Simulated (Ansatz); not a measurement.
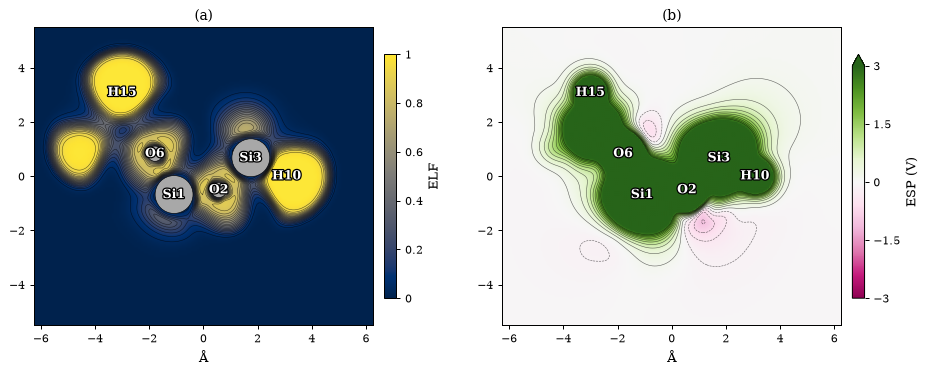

The picture shows: H₁₀O₃Si₄. (a) ELF; (b) electrostatic potential on the plane of atoms O2, Si1 and O6. Grey discs cover the atomic cores in the ELF map.

Computed with DFT PBE, Gaussian basis def2-SVP (Ansatz 0.2.0).

The calculation's input:

```
crystal:
  periodic: [false, false, false]
  atoms:
    - { symbol: Si, position_ang: [-0.027375, -0.142874, 0.474478] }
    - { symbol: O, position_ang: [-1.16723, 0.70587, 1.448497] }
    - { symbol: Si, position_ang: [-2.200146, 1.234329, 2.719196] }
    - { symbol: O, position_ang: [-0.562987, -1.767969, 0.273136] }
    - { symbol: Si, position_ang: [-1.069739, -3.393684, 0.520352] }
    - { symbol: O, position_ang: [1.497777, -0.151095, 1.275849] }
    - { symbol: Si, position_ang: [2.7855, -0.368865, 2.396209] }
    - { symbol: H, position_ang: [0.098536, 0.514319, -0.844019] }
    - { symbol: H, position_ang: [-1.403836, 1.6179, 3.896001] }
    - { symbol: H, position_ang: [-2.956539, 2.410041, 2.264368] }
    - { symbol: H, position_ang: [-3.155801, 0.174158, 3.079218] }
    - { symbol: H, position_ang: [-2.320704, -3.424492, 1.295108] }
    - { symbol: H, position_ang: [-1.31409, -4.023343, -0.785448] }
    - { symbol: H, position_ang: [-0.023361, -4.157537, 1.219261] }
    - { symbol: H, position_ang: [4.006907, 0.236845, 1.846142] }
    - { symbol: H, position_ang: [3.032951, -1.803171, 2.614487] }
    - { symbol: H, position_ang: [2.471577, 0.2902, 3.674465] }
basis:
  gaussian: { orbitals: def2-SVP }
hamiltonian:
  xc: pbe
relax:
  f_tol: 0.002
  max_steps: 300
output:
  orbitals: {}
```

Command:

```sh
ansatz run input.yaml --threads 4 --pin off --max-ram 8192MiB --backend cpu --events-out ev --progress --plain --runs-dir out
```

The fields are those of the relaxed geometry.

> Interpret the plot.

The section cuts through Si, O and H sites.
Si–O (1.66 Å): the ELF peaks at about 0.85 between the atoms, as expected for a shared but strongly polarised pair.
Si–H (1.50 Å): the ELF climbs to about 1 towards the hydrogen, as it does in any bond to H.
The ELF also peaks beside O2 and O6, away from the bonds: lone-pair regions.
Outside the dense part of the molecule the potential is most negative (−1.0 V) near O2, O4 and O6.
